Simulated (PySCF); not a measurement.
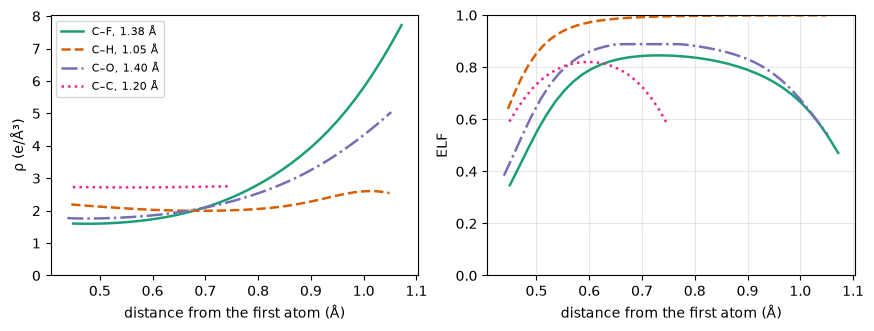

Figure. C7H9FO (SMILES C#C[C@H](F)C(=C)COC). Electron density and electron localisation function along straight lines between neighbouring atoms. The curves leave out the atomic cores.

Geometry: GFN2-xTB.

These are results of PBE0/def2-SVPD, SCF density, gas phase (PySCF), not measurements.

```yaml
atoms:
  - { symbol: C, position_ang: [2.8613, 0.9765, -1.0249] }
  - { symbol: C, position_ang: [2.1016, 0.5247, -0.2186] }
  - { symbol: C, position_ang: [1.2060, -0.0658, 0.7644] }
  - { symbol: F, position_ang: [1.9460, -0.7255, 1.7285] }
  - { symbol: C, position_ang: [0.2265, -1.0021, 0.0921] }
  - { symbol: C, position_ang: [0.2217, -2.3059, 0.3046] }
  - { symbol: C, position_ang: [-0.7232, -0.3049, -0.8428] }
  - { symbol: O, position_ang: [-1.3112, 0.7955, -0.1811] }
  - { symbol: C, position_ang: [-2.1936, 1.5184, -0.9976] }
  - { symbol: H, position_ang: [3.5169, 1.3951, -1.7290] }
  - { symbol: H, position_ang: [0.6504, 0.7281, 1.2854] }
  - { symbol: H, position_ang: [0.9308, -2.7685, 0.9689] }
  - { symbol: H, position_ang: [-0.4917, -2.9532, -0.1753] }
  - { symbol: H, position_ang: [-1.4990, -1.0071, -1.1819] }
  - { symbol: H, position_ang: [-0.1677, 0.0485, -1.7296] }
  - { symbol: H, position_ang: [-2.5803, 2.3335, -0.3895] }
  - { symbol: H, position_ang: [-1.6770, 1.9274, -1.8751] }
  - { symbol: H, position_ang: [-3.0263, 0.8917, -1.3398] }
```

Q: Compare the contacts.

A: C–F (1.38 Å): ρ is about 2.1 e/Å³ halfway, with its minimum of 1.6 e/Å³ about 0.5 Å from C; the ELF peaks at about 0.85 between the atoms: a shared but strongly polarised pair.
C–H (1.05 Å): ρ is about 2.1 e/Å³ halfway; the ELF climbs to about 1 towards the hydrogen, as it does in any bond to H; a covalent bond by its length.
C–O (1.40 Å): ρ at the midpoint is about 2.1 e/Å³, with its minimum of 1.8 e/Å³ about 0.5 Å from C; the ELF peaks at about 0.90 between the atoms: a polar covalent bond.
C–C (1.20 Å): the density is about 2.7 e/Å³ at the midpoint; the ELF peaks at about 0.80 between the atoms; a multiple bond.
